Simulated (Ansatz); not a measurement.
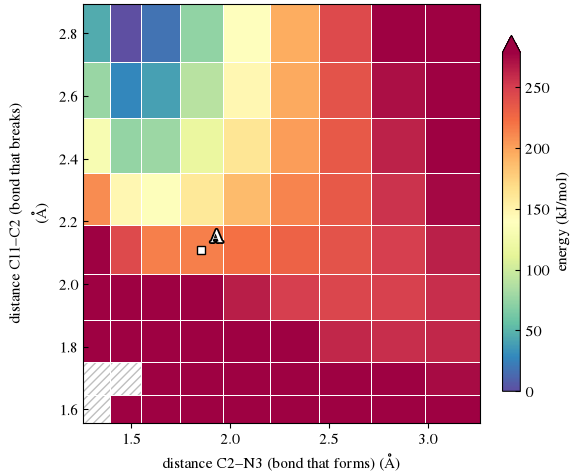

The reacting system CH5ClN (fragments CH₃Cl + H₂N where the first distance is long, Cl + CH₅N where the second is long), charge −1. 
- First axis: distance C2–N3 (bond that forms). Second axis: distance Cl1–C2 (bond that breaks).
- Relaxed at each point: all other coordinates.
- The grid has 9 × 9 points. At 3 points there is no value.
- Points are written as (first, second).
- Energies are in kJ/mol, from the lowest grid point.
- Energies and slopes of some neighbouring points disagree (a jump in structure or state, or too coarse a mesh). The reference is spin-restricted, so regions where a bond is pulled apart into radicals lie too high.
- Method: RKS B3LYP-D4/def2-SVPD (Ansatz 0.2.0).

The picture shows one coloured cell a grid point, one colour for all values above the top of the scale, hatched blanks where no value was computed, the point A.

> Which way does the force act at A, and how strong is it?

A, at (1.851 Å, 2.107 Å), is not a stationary point. The computed force is 26 kJ/mol for each Å towards smaller values of the first coordinate and 400 kJ/mol for each Å towards larger values of the second coordinate.
